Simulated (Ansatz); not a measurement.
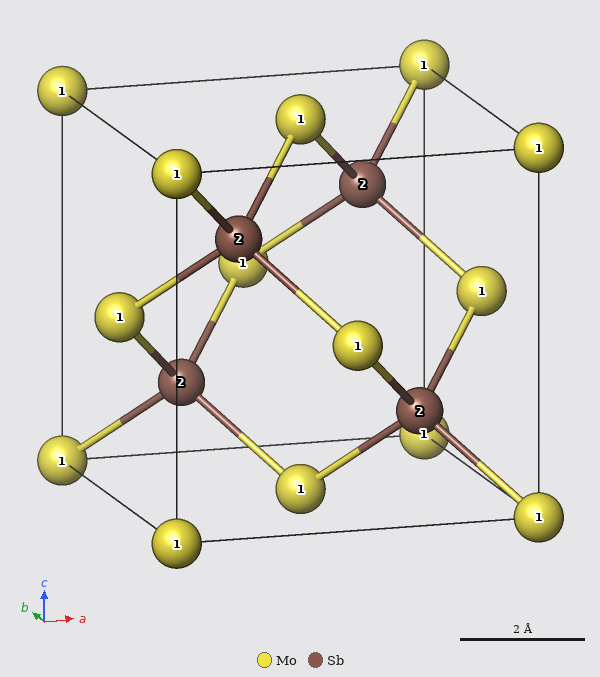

This is crystalline SbMo (built on the zincblende type). The picture is a ball-and-stick view of the conventional cell (4 times the calculation's cell), seen slightly off an axis. Lengths and directions refer to the drawn axes.

Level of theory: Ansatz, DFT PBE, scalar-relativistic, plane waves, PAW. (plane-wave cutoff 420 eV; k-point mesh 10 × 10 × 10; occupations gaussian; smearing width 0.05 eV; no spin polarisation)

Now this is done to it. The cell is strained by +1.0 % along [0 1 1], −1.0 % along [0 1 −1], none along the third axis (volume 0.0 %), the atoms keeping their fractional coordinates. No relaxation follows.

Input file:
```yaml
crystal:
  lattice:
    - [0.0, 3.0319998638, 3.0319998638]
    - [3.0626261251, -0.0306262613, 3.0626261251]
    - [3.0626261251, 3.0626261251, -0.0306262613]
  atoms:
    - { symbol: Mo, position: [0.0, 0.0, 0.0] }
    - { symbol: Sb, position: [0.25, 0.25, 0.25] }
basis:
  ecutwfc: 420
  ecutrho_ratio: 4
kpoints:
  mp_grid: { grid: [10, 10, 10] }
hamiltonian:
  xc: pbe
scf:
  occupations: { method: gaussian, width: 0.05 }
output:
  forces: true
  stress: true
  eigenvalues: true
```

Command:
```bash
ansatz run input.yaml --threads 2 --pin off --max-ram 2662MiB --backend cpu --events-out ev --progress --plain --runs-dir out
```

> What is the effect?

Near-neighbour distances before and after: Mo–Sb 2.652 → 2.635 to 2.670 Å. The space group (tolerance 0.01 Å) goes from F-43m (No. 216) to Imm2 (No. 44). Energy change: +1.7 meV per atom. Pressure: 0.0 GPa before, 0.0 GPa after. The principal stresses (compression positive) are 1.0 GPa along [0 1 −1], −0.9 GPa along [0 1 1], none along the third axis. The largest forces, 0.35 eV/Å, act on Mo1 and Sb2; on Sb2 it points along +a.
